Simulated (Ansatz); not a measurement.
**C6H6 (SMILES C=C1C=CC=C1) at revPBE/def2-SVP**

Aim: the vertical ionisation energy of C6H6 at revPBE/def2-SVP, from 2 runs. 

Program for the calculation: Ansatz 0.2.0.

17 further runs of the same task are left out: 17 set aside as unsound or not needed.

## (1) The structure to begin with

The species is C6H6 (12 atoms), meant as a singlet with charge 0. SMILES: `C=C1C=CC=C1`. Geometry: relaxed at PBE0-D4/def2-TZVP.

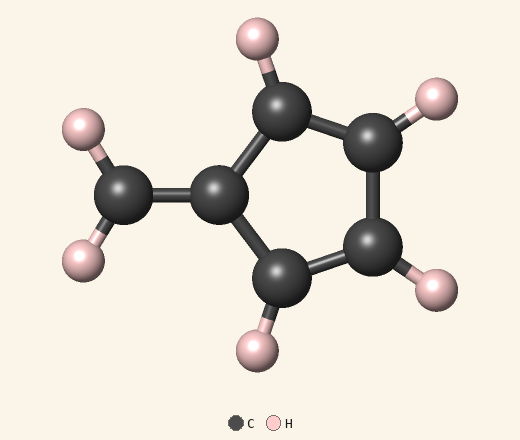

The structure, seen from a chosen angle (carbon dark grey, hydrogen pink).

## (2) The energy at revPBE/def2-SVP

Input file job.yaml:

```yaml
crystal:
  periodic: [false, false, false]
  atoms:
    - symbol: C
      position_ang: [-0.818100, -1.597600, 0.906600]
    - symbol: C
      position_ang: [-0.269900, -0.537800, 0.305500]
    - symbol: C
      position_ang: [0.652900, 0.430400, 0.902600]
    - symbol: C
      position_ang: [0.964800, 1.337500, -0.041700]
    - symbol: C
      position_ang: [0.261500, 0.997400, -1.282700]
    - symbol: C
      position_ang: [-0.471600, -0.113400, -1.081700]
    - symbol: H
      position_ang: [-1.493400, -2.259800, 0.376500]
    - symbol: H
      position_ang: [-0.605400, -1.830200, 1.944100]
    - symbol: H
      position_ang: [1.002400, 0.394600, 1.924400]
    - symbol: H
      position_ang: [1.624900, 2.186300, 0.076600]
    - symbol: H
      position_ang: [0.333200, 1.561600, -2.202900]
    - symbol: H
      position_ang: [-1.104400, -0.624200, -1.793300]
basis:
  gaussian:
    orbitals: def2-SVP
accuracy: high
output:
  orbitals: {seedname: orbitals}
hamiltonian:
  xc: {name: revPBE}
```

Started as:

```sh
$ ansatz run job.yaml --threads 1 --pin off --max-ram 3480MiB --events-out events.jsonl --progress --plain --runs-dir runs
```

Standard output:

```text
Warning: RAYON_NUM_THREADS=1 ignored (pool sized by the plan → 1); use --threads N
Functional definition: revPBE
  name "revPBE"
  parameter kappa = 1.245
  parameter beta = 0.06672455060314922
  exchange = pbe_x(kappa = kappa, mu = beta*pi^2/3)
  correlation = pbe_c(beta = beta)
2799 factors; integrals over basis functions are off by at most 9.0e-9 eV
mean field evaluation 1: about -6301.9795 eV, gradient 5.8e1 eV
mean field evaluation 2: about -6292.3432 eV, gradient 8.6e1 eV
mean field evaluation 4: about -6311.7250 eV, gradient 9.9e0 eV
mean field evaluation 8: about -6312.0150 eV, gradient 3.2e-1 eV
mean field evaluation 16: about -6312.0153 eV, gradient 1.4e-5 eV
mean field -6312.01527036 eV, -231.9622827482 hartree, gradient 3.0e-8 eV, S^2 0.000000; 0 other end points of the search recorded, 0 dependent functions left out
reference -6312.01527495 eV, -231.9622829169 hartree; 21, 21 occupied and 93, 93 virtual orbitals, 2799 factors
Total energy: -6312.01527495 eV, -231.9622829169 hartree
```

Run time: 9.3 s. Hardware: 1 thread of Arm Neoverse V2, shared host; peak memory 0.37 GiB.

## (3) The doublet cation

Input file molecule.yaml:

```yaml
crystal:
  periodic: [false, false, false]
  atoms:
    - {symbol: C, position_ang: [-0.818100, -1.597600, 0.906600]}
    - {symbol: C, position_ang: [-0.269900, -0.537800, 0.305500]}
    - {symbol: C, position_ang: [0.652900, 0.430400, 0.902600]}
    - {symbol: C, position_ang: [0.964800, 1.337500, -0.041700]}
    - {symbol: C, position_ang: [0.261500, 0.997400, -1.282700]}
    - {symbol: C, position_ang: [-0.471600, -0.113400, -1.081700]}
    - {symbol: H, position_ang: [-1.493400, -2.259800, 0.376500]}
    - {symbol: H, position_ang: [-0.605400, -1.830200, 1.944100]}
    - {symbol: H, position_ang: [1.002400, 0.394600, 1.924400]}
    - {symbol: H, position_ang: [1.624900, 2.186300, 0.076600]}
    - {symbol: H, position_ang: [0.333200, 1.561600, -2.202900]}
    - {symbol: H, position_ang: [-1.104400, -0.624200, -1.793300]}
basis:
  gaussian: {orbitals: def2-SVP}
total_charge: 1
magnetization: {spin_polarized: true, initial_magnetization: 1}
hamiltonian: {xc: {name: revPBE}}
accuracy: high
output: {orbitals: {seedname: orbitals}}
```

Started as:

```sh
$ ansatz run molecule.yaml --threads 1 --pin off --max-ram 3480MiB --events-out events.jsonl --progress --plain --runs-dir runs
```

Standard output (excerpt; [...] marks lines left out):

```text
Warning: RAYON_NUM_THREADS=1 ignored (pool sized by the plan → 1); use --threads N
[... 6 set-up lines as earlier in the session ...]
2798 factors; integrals over basis functions are off by at most 9.0e-9 eV
mean field evaluation 1: about -6291.2291 eV, gradient 4.6e1 eV
mean field evaluation 2: about -6281.4687 eV, gradient 6.4e1 eV
mean field evaluation 4: about -6303.3934 eV, gradient 7.8e0 eV
mean field evaluation 8: about -6303.7527 eV, gradient 2.3e-1 eV
mean field evaluation 16: about -6303.7530 eV, gradient 1.1e-4 eV
mean field evaluation 32: about -6302.8300 eV, gradient 3.1e0 eV
mean field -6303.75296975 eV, -231.6586488010 hartree, gradient 6.7e-8 eV, S^2 0.756997; 1 other end points of the search recorded, 0 dependent functions left out
reference -6303.75297386 eV, -231.6586489521 hartree; 21, 20 occupied and 93, 94 virtual orbitals, 2798 factors
Total energy: -6303.75297386 eV, -231.6586489521 hartree
```

Run time: 16 s. Hardware: 1 thread of Arm Neoverse V2, shared host; peak memory 0.44 GiB.

## (4) Summary of results

At revPBE/def2-SVP:

| quantity | value |
| --- | --- |
| singlet C6H6: total energy | -231.96228 Eh |
| singlet C6H6: HOMO energy | -5.21 eV |
| singlet C6H6: LUMO energy | -2.61 eV |
| singlet C6H6: HOMO–LUMO gap | 2.60 eV |
| doublet cation: total energy | -231.65865 Eh |
| doublet cation: HOMO energy (highest over α and β) | -12.29 eV |
| doublet cation: LUMO energy (lowest over α and β) | -11.28 eV |
| doublet cation: ⟨S²⟩ | 0.757 |
| vertical ionisation energy (to the doublet cation) | 8.262 eV |

In words: Removing an electron at fixed nuclei costs 8.26 eV (797 kJ/mol). The negative HOMO energy of the first species, 5.21 eV, lies 3.05 eV below that difference.
